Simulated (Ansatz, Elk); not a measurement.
# Bonding as seen by X-rays: ZnGaGePb2

Structure refinements treat a crystal as free atoms side by side. For a made-up structure of ZnGaGePb2 (cell and positions from a r2SCAN relaxation) the runs below show what the calculated density changes in F(hkl).

Program: Elk 11.2.3 (patched build). Level of theory: DFT, PBE, all-electron APW+lo, Dirac cores, scalar-relativistic bands, static density, no spin. Results are calculated unless marked as measured.

The structure was built from a prototype and need not be the compound's stable phase.

### Step 1. Starting point

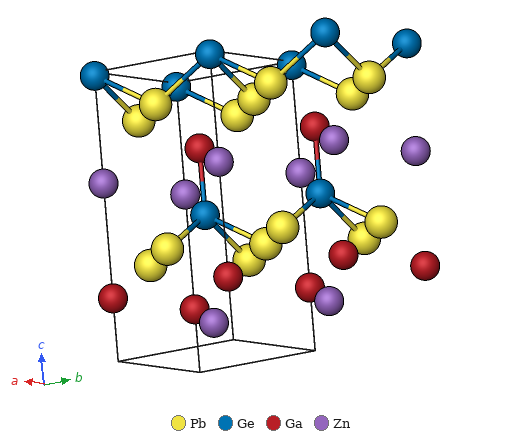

The starting structure, seen from a free direction (lead yellow, germanium blue, gallium red, zinc purple). 1×2×1 cells are drawn. This picture shows the conventional cell, with its axes. Bonds to atoms that aren't drawn are left out. Some periodic images of atoms are drawn too.

### Step 2. Ground state and structure factors

An all-electron density is needed, since X-rays see the cores too. Task 0 finds the density and task 195 Fourier-transforms it; tshift is off so that phases refer to the origin typed.

The input, elk.in:

```
tasks
  0
  195

xctype
  20

spinpol
  .false.

rgkmax
  7.0

gmaxvr
  14.0

lmaxo
  7

lmaxapw
  8

swidth
  0.002

tshift
  .false.

ramdisk
  .false.

hmaxvr
  5.5

maxscl
  120

epspot
  1e-06

sppath
  './'

avec
  -4.79039998867 4.79039998867 9.92231303005
  4.79039998867 -4.79039998867 9.92231303005
  4.79039998867 4.79039998867 -9.92231303005

atoms
  4
  'Pb.in'
  2
  0.8507315818 0.3507315818 0.5000000000   0.000000 0.000000 0.000000
  0.3507315818 0.8507315818 0.5000000000   0.000000 0.000000 0.000000
  'Ge.in'
  1
  -0.0129187848 -0.0129187848 -0.0000000000   0.000000 0.000000 0.000000
  'Ga.in'
  1
  0.2180940439 0.2180940439 -0.0000000000   0.000000 0.000000 0.000000
  'Zn.in'
  1
  0.6149615773 0.6149615773 -0.0000000000   0.000000 0.000000 0.000000

ngridk
  6 6 6
```

The run is started by

```sh
$ OMP_NUM_THREADS=4 elk
```

Numbers of over 12 decimals in the logs are rounded to 6 here.

What it wrote:

```text
┌─────────────────────────┐
│ Elk code version 11.2.3 │
└─────────────────────────┘

All units are atomic (Hartree, Bohr, etc.)

┌─────────────────────────────────────────────────┐
│ Ground-state run starting from atomic densities │
└─────────────────────────────────────────────────┘

Lattice vectors :
  -4.790399989       4.790399989       9.922313030
   4.790399989      -4.790399989       9.922313030
   4.790399989       4.790399989      -9.922313030

Reciprocal lattice vectors :
 -0.1408147994E-16  0.6558100912      0.3166189823
  0.6558100912     -0.1408147994E-16  0.3166189823
  0.6558100912      0.6558100912      0.9583849495E-17

Unit cell volume      :    910.7862608
Brillouin zone volume :   0.2723473378

Muffin-tin inner radius fraction :   0.1000000000E-01

Nuclei treated as point charges

Species : 1 (Pb)
 parameters loaded from : Pb.in
 name : lead
 nuclear charge    :   -82.00000000
 electronic charge :    82.00000000
 atomic mass :    377702.4943
 muffin-tin radius :    2.800000000
 number of radial points in muffin-tin :   1393
 inner part over the whole radius :   0.9993555083E-02
 number on inner part of muffin-tin    :   1001
 approximate nuclear radius :   0.1047603524E-03
 number of mesh points to nuclear radius :    525
 atomic positions (lattice), magnetic fields (Cartesian) :
  1 :   0.85073158  0.35073158  0.50000000    0.00000000  0.00000000  0.00000000
  2 :   0.35073158  0.85073158  0.50000000    0.00000000  0.00000000  0.00000000

Species : 2 (Ge)
 parameters loaded from : Ge.in
 name : germanium
 nuclear charge    :   -32.00000000
 electronic charge :    32.00000000
 atomic mass :    132414.6196
 muffin-tin radius :    2.267181600
 number of radial points in muffin-tin :    993
 inner part over the whole radius :   0.9915560251E-02
 number on inner part of muffin-tin    :    701
 approximate nuclear radius :   0.7637961215E-04
 number of mesh points to nuclear radius :    341
 atomic positions (lattice), magnetic fields (Cartesian) :
  1 :   0.98708122  0.98708122  0.00000000    0.00000000  0.00000000  0.00000000

Species : 3 (Ga)
 parameters loaded from : Ga.in
 name : gallium
 nuclear charge    :   -31.00000000
 electronic charge :    31.00000000
 atomic mass :    127097.2539
 muffin-tin radius :    2.267181600
 number of radial points in muffin-tin :    993
 inner part over the whole radius :   0.9962007494E-02
 number on inner part of muffin-tin    :    701
 approximate nuclear radius :   0.7562051033E-04
 number of mesh points to nuclear radius :    340
 atomic positions (lattice), magnetic fields (Cartesian) :
  1 :   0.21809404  0.21809404  0.00000000    0.00000000  0.00000000  0.00000000

Species : 4 (Zn)
 parameters loaded from : Zn.in
 name : zinc
 nuclear charge    :   -30.00000000
 electronic charge :    30.00000000
 atomic mass :    119233.3130
 muffin-tin radius :    2.400000000
 number of radial points in muffin-tin :    993
 inner part over the whole radius :   0.9843840322E-02
 number on inner part of muffin-tin    :    701
 approximate nuclear radius :   0.7484757725E-04
 number of mesh points to nuclear radius :    337
 atomic positions (lattice), magnetic fields (Cartesian) :
  1 :   0.61496158  0.61496158  0.00000000    0.00000000  0.00000000  0.00000000

Total number of atoms per unit cell :    5
Total muffin-tin volume :    339.4391862
 ratio of muffin-tin to unit cell volume :   0.3726880837

Spin treatment :
 spin-unpolarised

Number of Bravais lattice symmetries :   16
Number of crystal symmetries         :    8
Crystal has no inversion symmetry
Complex Hermitian eigensolver will be used

k-point grid :      6     6     6
k-point offset :    0.000000000       0.000000000       0.000000000
k-point set is reduced with full crystal symmetry group
Total number of k-points :       48

Muffin-tin radius times maximum |G+k| :    7.000000000
 using average radius
Maximum |G+k| for APW functions       :    2.792323746
Maximum (1/2)|G+k|²                   :    3.898535950
[...]
at k-point 38

Charges :
 core                        :    184.0000000
 valence                     :    73.00000000
 interstitial                :    8.120695053
 muffin-tins (core leakage)
  species : 1 (Pb)
   atom 1                    :    80.32795890     (  0.1242244807E-02)
[...]
species : 2 (Ge)
[...]
species : 3 (Ga)
[...]
species : 4 (Zn)
[...]
total in muffin-tins        :    248.8793049
 total calculated charge     :    256.9951344
 total charge                :    257.0000000
 error                       :   0.4865631780E-02

RMS change in Kohn-Sham potential (target) :   0.1575927952     (  0.1000000000E-05)
Absolute change in total energy (target)   :   0.4560768716     (  0.1000000000E-03)

[... loops 3 to 15 left out ...]

┌──────────────────┐
│ Loop number : 16 │
└──────────────────┘

Energies :
 Fermi                       :     0.171238
 sum of occupied eigenvalues :     -29253.803076756
 electron kinetic            :      54695.612739407
 core electron kinetic       :      53931.002923635
 Coulomb                     :     -101384.44391877
 Coulomb potential           :     -82632.345117369
 nuclear-nuclear             :     -3638.6779672243
 electron-nuclear            :     -112921.33970362
 Hartree                     :      15175.573752075
 Madelung                    :     -60068.271360086
 xc potential                :     -1317.0706987932
 exchange                    :     -993.13149642306
 correlation                 :     -14.599210068635
 electron entropic           :    -0.70390376960865E-03
 total energy                :     -47696.562589759

Density of states at Fermi energy :    53.68914975
 (states/Hartree/unit cell)

Estimated indirect band gap :   0.1939652715E-02
 from k-point 46 to k-point 37
Estimated direct band gap   :   0.8268960050E-02
 at k-point 38

Charges :
 core                        :    184.0000000
 valence                     :    73.00000000
 interstitial                :    7.995063700
 muffin-tins (core leakage)
  species : 1 (Pb)
[...]
species : 2 (Ge)
[...]
species : 3 (Ga)
[...]
species : 4 (Zn)
[...]
total in muffin-tins        :    249.0049363
 total calculated charge     :    256.9952284
 total charge                :    257.0000000
 error                       :   0.4771561087E-02

RMS change in Kohn-Sham potential (target) :   0.4509288390E-07 (  0.1000000000E-05)
Absolute change in total energy (target)   :   0.1636693196E-04 (  0.1000000000E-03)

Convergence targets achieved

┌──────────────────┐
│ Loop number : 17 │
└──────────────────┘

Energies :
 Fermi                       :     0.171238
 sum of occupied eigenvalues :     -29253.803067177
 electron kinetic            :      54695.612748671
 core electron kinetic       :      53931.002930942
 Coulomb                     :     -101384.44391867
 Coulomb potential           :     -82632.345117480
 nuclear-nuclear             :     -3638.6779672243
 electron-nuclear            :     -112921.33970284
 Hartree                     :      15175.573751392
 Madelung                    :     -60068.271359934
 xc potential                :     -1317.0706983673
 exchange                    :     -993.13149633765
 correlation                 :     -14.599210071175
 electron entropic           :    -0.70390385504389E-03
 total energy                :     -47696.562580316

Density of states at Fermi energy :    53.68915667
 (states/Hartree/unit cell)

Estimated indirect band gap :   0.1939654963E-02
 from k-point 46 to k-point 37
Estimated direct band gap   :   0.8268963039E-02
 at k-point 38

Charges :
 core                        :    184.0000000
 valence                     :    73.00000000
 interstitial                :    7.995063672
 muffin-tins (core leakage)
  species : 1 (Pb)
[...]
species : 2 (Ge)
   atom 1                    :    30.15234848     (  0.7064585910E-03)
  species : 3 (Ga)
   atom 1                    :    29.36172755     (  0.1498861785E-02)
  species : 4 (Zn)
   atom 1                    :    28.67663490     (  0.7984373270E-04)
 total in muffin-tins        :    249.0049363
 total calculated charge     :    256.9952284
 total charge                :    257.0000000
 error                       :   0.4771561036E-02

┌──────────────────────────────┐
│ Self-consistent loop stopped │
└──────────────────────────────┘

Warning : the lowest level lies among the core levels :   -2.760712045      -2.602462118

Warning : core states of species 1 leak from the muffin-tin :   0.1191792984E-02

Warning : core states of species 2 leak from the muffin-tin :   0.7064585910E-03

Warning : core states of species 3 leak from the muffin-tin :   0.1498861785E-02

Wrote STATE.OUT
```

Elapsed: 89 s, on 4 threads of Arm Neoverse V1, shared host; peak memory 0.27 GiB; 4.4 min of CPU time.

SFACRHO.OUT:

```text

h k l indices transformed by vhmat matrix:
   1.000000000       0.000000000       0.000000000    
   0.000000000       1.000000000       0.000000000    
   0.000000000       0.000000000       1.000000000    

      h      k      l  multipl.   |H|            Re(F)            Im(F)           |F|

      0      0      0      1   0.0000000       257.00000      0.94072702E-16   257.00000    
     -1     -1      1      1  0.63323796      -40.481023       114.33569       121.29041    
      1      1     -1      1  0.63323796      -40.481023      -114.33569       121.29041    
     -1      0      1      4  0.72824066       14.183367      -7.2565109       15.931882    
      1      0      0      4  0.72824066       14.183367       7.2565109       15.931882    
      0      0      1      4  0.92745553      -67.138956     -0.53587635E-14   67.138956    
      0     -2      1      4   1.1230156       48.892118      -168.36095       175.31642    
      1      1      0      4   1.1230156       48.892118       168.36095       175.31642    
     -1     -2      2      4   1.1542595       25.342567       48.597633       54.808536    
      2      1     -1      4   1.1542595       25.342567      -48.597633       54.808536    
     -2     -2      2      1   1.2664759      -96.834982      -60.238928       114.04272    
      2      2     -2      1   1.2664759      -96.834982       60.238928       114.04272    
     -1      1     -1      4   1.3116202       214.22369     -0.10394440E-13   214.22369    
     -2      0      0      4   1.4564813      -35.575680       100.82887       106.92095    
      2      0     -2      4   1.4564813      -35.575680      -100.82887       106.92095    
     -1      0      2      8   1.5002273       11.836952      -6.0956057       13.314272    
      0      1     -2      8   1.5002273       11.836952       6.0956057       13.314272    
      1      3     -2      4   1.5697564       126.24639      -95.177767       158.10427
```

Elk indexes on the primitive cell of elk.in and gives |H| = 4π sin θ/λ in inverse bohr. Below, one row stands for each form hkl of the conventional cell (m members, Friedel mates merged), F is for one primitive cell and the density is static (no thermal factor). Free-atom factors are Waasmaier and Kirfel's, and R is Σm||F|−|F'||/Σm|F|.

| hkl | m | sin θ/λ (Å⁻¹) | abs F, DFT | neutral atoms | diff. | abs of complex diff. |
| --- | --- | --- | --- | --- | --- | --- |
| 002 | 2 | 0.095 | 121.291 | 121.351 | -0.060 | 0.061 |
| 101 | 8 | 0.110 | 15.932 | 15.716 | +0.216 | 0.216 |
| 110 | 4 | 0.140 | 67.139 | 67.407 | -0.268 | 0.268 |
| 112 | 8 | 0.169 | 175.316 | 175.533 | -0.217 | 0.228 |
| 103 | 8 | 0.174 | 54.809 | 54.822 | -0.013 | 0.057 |
| 004 | 2 | 0.191 | 114.043 | 114.192 | -0.149 | 0.158 |
| 200 | 4 | 0.197 | 214.224 | 214.585 | -0.361 | 0.361 |
| 202 | 8 | 0.219 | 106.921 | 106.968 | -0.047 | 0.078 |
| 211 | 16 | 0.226 | 13.314 | 13.308 | +0.007 | 0.020 |
| 114 | 8 | 0.236 | 158.104 | 158.358 | -0.255 | 0.255 |
| 105 | 8 | 0.258 | 61.578 | 62.157 | -0.579 | 0.579 |
| 213 | 16 | 0.263 | 47.620 | 48.058 | -0.439 | 0.441 |
| 204 | 8 | 0.274 | 103.835 | 103.681 | +0.155 | 0.167 |
| 220 | 4 | 0.279 | 192.624 | 193.083 | -0.459 | 0.459 |

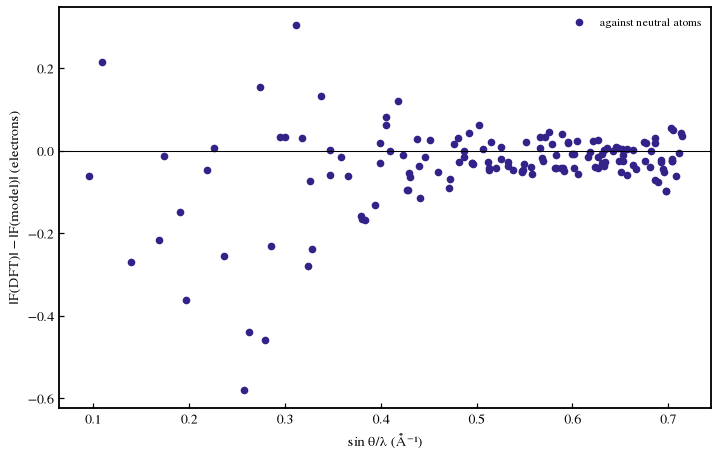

Difference between the calculated structure factors and the independent-atom ones.

### Step 3. The highest occupied states alone

An energy window below the Fermi level keeps the highest occupied states, to see at which angles they scatter; shallow core shells can lie inside it and anion s states outside. No new self-consistency is needed.

Edit elk.in of step 2 so:

```diff
@@ -1,3 +1,2 @@
 tasks
-  0
   195
@@ -40,2 +39,5 @@
 
+wsfac
+  -0.196260 0.471240
+
 sppath
```

The run is started by

```sh
$ OMP_NUM_THREADS=4 elk
```

What it wrote:

```text
┌─────────────────────────────────┐
│ Elk code version 11.2.3 started │
└─────────────────────────────────┘

Info(readinput): the functional depends on the density's gradient
 muffin-tin radial points multiplied by    2.00000
 (not where nrmtscf is given)

┌────────────────────┐
│ Current task : 195 │
└────────────────────┘
Info(checkmt): changed muffin-tin radius of species 2 (Ge) from   2.4000 to   2.2672
Info(checkmt): changed muffin-tin radius of species 3 (Ga) from   2.4000 to   2.2672

Info(sfacrho): density structure factors written to SFACRHO.OUT

 Energy window :  -0.1962600000      0.4712400000

┌──────────────────┐
│ Elk code stopped │
└──────────────────┘
```

Run time: 24 s. Hardware: 4 threads; peak memory 0.18 GiB; 30 s of CPU time.

States within 10 eV below the Fermi level hold 25.61 electrons; any levels below the window count with the cores, and a count that is not whole means the window cuts a band. Their amplitudes can exceed the total, where window and core parts have opposite phase:

| hkl | sin θ/λ (Å⁻¹) | abs F, window | abs F, all |
| --- | --- | --- | --- |
| 002 | 0.095 | 7.029 | 121.291 |
| 101 | 0.110 | 7.400 | 15.932 |
| 110 | 0.140 | 9.542 | 67.139 |
| 112 | 0.169 | 9.525 | 175.316 |
| 103 | 0.174 | 8.999 | 54.809 |
| 004 | 0.191 | 7.434 | 114.043 |
| 200 | 0.197 | 8.781 | 214.224 |
| 202 | 0.219 | 7.061 | 106.921 |
| 211 | 0.226 | 6.714 | 13.314 |
| 114 | 0.236 | 6.641 | 158.104 |

### Step 4. Another functional

The difference from free atoms is small, so it is set against the change that PBEsol makes.

Edit elk.in of step 3 so:

```diff
@@ -1,2 +1,3 @@
 tasks
+  0
   195
@@ -4,3 +5,3 @@
 xctype
-  20
+  22
 
@@ -39,5 +40,2 @@
 
-wsfac
-  -0.196260 0.471240
-
 sppath
```

The run is started by

```sh
$ OMP_NUM_THREADS=4 elk
```

What it wrote:

```text
┌─────────────────────────┐
│ Elk code version 11.2.3 │
└─────────────────────────┘

All units are atomic (Hartree, Bohr, etc.)

┌─────────────────────────────────────────────────┐
│ Ground-state run starting from atomic densities │
└─────────────────────────────────────────────────┘

Lattice vectors :
  -4.790399989       4.790399989       9.922313030
   4.790399989      -4.790399989       9.922313030
   4.790399989       4.790399989      -9.922313030

Reciprocal lattice vectors :
 -0.1408147994E-16  0.6558100912      0.3166189823
[...]
total in muffin-tins        :    248.9898526
 total calculated charge     :    256.9951819
 total charge                :    257.0000000
 error                       :   0.4818125421E-02

┌──────────────────────────────┐
│ Self-consistent loop stopped │
└──────────────────────────────┘

Warning : the lowest level lies among the core levels :   -2.759230196      -2.604667314

Warning : core states of species 1 leak from the muffin-tin :   0.1198037015E-02

Warning : core states of species 2 leak from the muffin-tin :   0.7151421598E-03

Warning : core states of species 3 leak from the muffin-tin :   0.1518686941E-02

Wrote STATE.OUT
[key lines of the parts left out:]
total energy                :     -47680.955346630
```

Run time: 88 s. Hardware: 4 threads; peak memory 0.26 GiB.

Against the first run R = 0.01 %; the largest change is -0.024 at 200.

### Step 5. Basis size

A smaller basis shows how fast F responds to it; the change is likely larger than the basis error of the first run, but doesn't show convergence.

Edit elk.in of step 4 so:

```diff
@@ -5,3 +5,3 @@
 xctype
-  22
+  20
 
@@ -11,3 +11,3 @@
 rgkmax
-  7.0
+  5.5
```

The run is started by

```sh
$ OMP_NUM_THREADS=4 elk
```

What it wrote:

```text
┌─────────────────────────┐
│ Elk code version 11.2.3 │
└─────────────────────────┘

All units are atomic (Hartree, Bohr, etc.)

┌─────────────────────────────────────────────────┐
│ Ground-state run starting from atomic densities │
└─────────────────────────────────────────────────┘

Lattice vectors :
  -4.790399989       4.790399989       9.922313030
   4.790399989      -4.790399989       9.922313030
   4.790399989       4.790399989      -9.922313030

Reciprocal lattice vectors :
 -0.1408147994E-16  0.6558100912      0.3166189823
[...]
total in muffin-tins        :    248.8577221
 total calculated charge     :    256.9953739
 total charge                :    257.0000000
 error                       :   0.4626140115E-02

┌──────────────────────────────┐
│ Self-consistent loop stopped │
└──────────────────────────────┘

Warning : the lowest level lies among the core levels :   -2.761101968      -2.608571934

Warning : core states of species 1 leak from the muffin-tin :   0.1196033372E-02

Warning : core states of species 2 leak from the muffin-tin :   0.7163840141E-03

Warning : core states of species 3 leak from the muffin-tin :   0.1524417120E-02

Wrote STATE.OUT
[key lines of the parts left out:]
total energy                :     -47696.342390892
```

Elapsed: 62 s, on 4 threads; peak memory 0.26 GiB; 2.8 min of CPU time.

Against the first run R = 0.02 %; the largest change is +0.094 at 008.

### Step 6. Settings against the effect

| run | R against the first run (%) | R against neutral atoms, low angle (%) | wall time |
| --- | --- | --- | --- |
| PBE, rgkmax 7 | 0.00 | 0.25 | 89 s |
| PBEsol | 0.01 | 0.26 | 88 s |
| rgkmax 5.5 | 0.02 | 0.24 | 62 s |

### Step 7. Results

* R against neutral atoms, sin θ/λ < 0.3 Å⁻¹: 0.25 %
* R against neutral atoms, 0.3 to 0.71 Å⁻¹: 0.07 %

In words: Independent neutral atoms miss the calculated amplitudes by R = 0.25 % below 0.3 Å⁻¹ and 0.07 % from there to 0.71 Å⁻¹; by shells, 0.46 % below 0.15 Å⁻¹ (3 forms), 0.24 % 0.15 to 0.3 (14 forms), 0.12 % 0.3 to 0.45 (29 forms), 0.06 % above 0.45 (103 forms). Bonding, aspherical density and the tables' own atoms all enter these figures, and the runs don't part them. The largest change of an amplitude is -0.58 electrons, at 105. R counts amplitudes alone; phases shift too. The window's part falls from 25.6 electrons at the origin to at most 3.04 between 0.45 and 0.71 Å⁻¹, where compact states inside the window still scatter. Below 0.3 Å⁻¹ the changes that finished (PBEsol and rgkmax 5.5) move F by R = 0.02 % at most, against the 0.25 % that separates it from free atoms. The k-mesh has no finished test. Spin-orbit coupling is left out, which can matter for elements this heavy. Part of the difference isn't bonding: the tables are fits to free atoms and ions calculated by other methods than this functional. Thermal motion, anomalous dispersion and extinction are left out.

[Logs are printed without paths, hosts, clocks, repeated set-up lines and the standing remarks that a program may print on its own settings, such as how far it seeks lower states.]

[Hosts, paths, dates, database ids (printed as entryN), source tags and the programs' standing remarks are cut or masked in the printed files.]
